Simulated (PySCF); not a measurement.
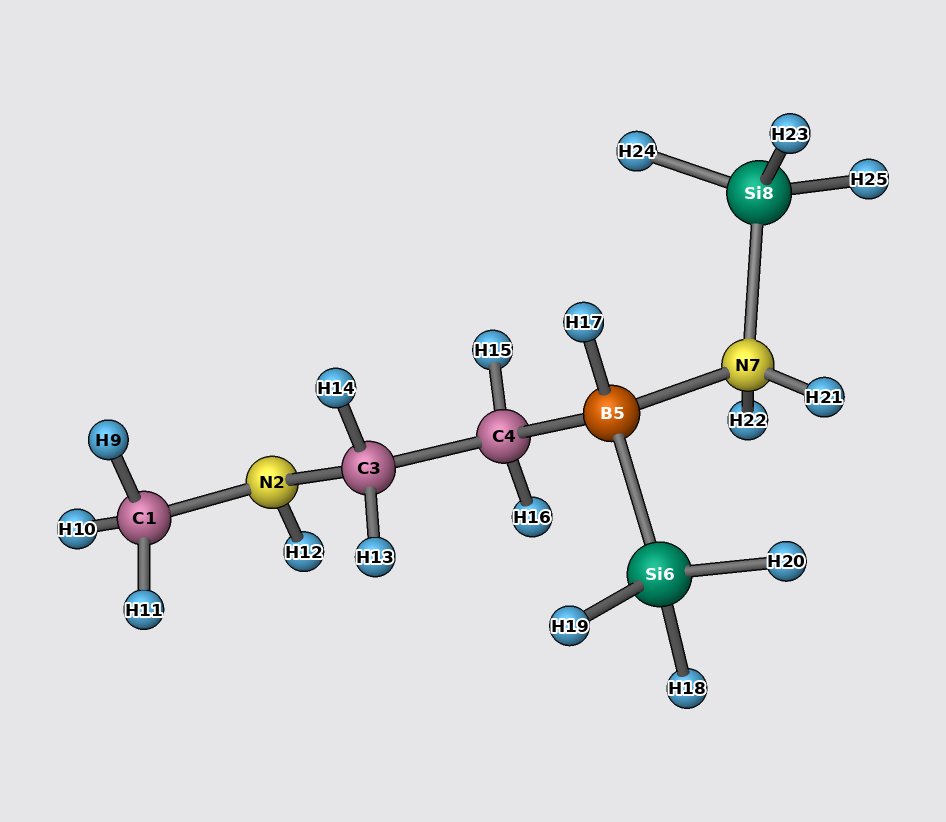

The questions are on isotropic NMR shieldings of the Si atoms. Computed geometry: GFN2-xTB optimisation. No frequency run is at hand to confirm it as a minimum. Properties computed with GIAO PBE0/pcSseg-1 NMR shielding, non-relativistic, gas phase (PySCF 2.14.0).

List the isotropic NMR shieldings of the Si atoms.

```
atom  σ (ppm)
 Si6    450.9
 Si8    399.0
```

The geometry is semi-empirical. Around B, Si such bond lengths and angles can be off by a tenth of an ångström or more and by several degrees, and values that hang on the shape move with them.
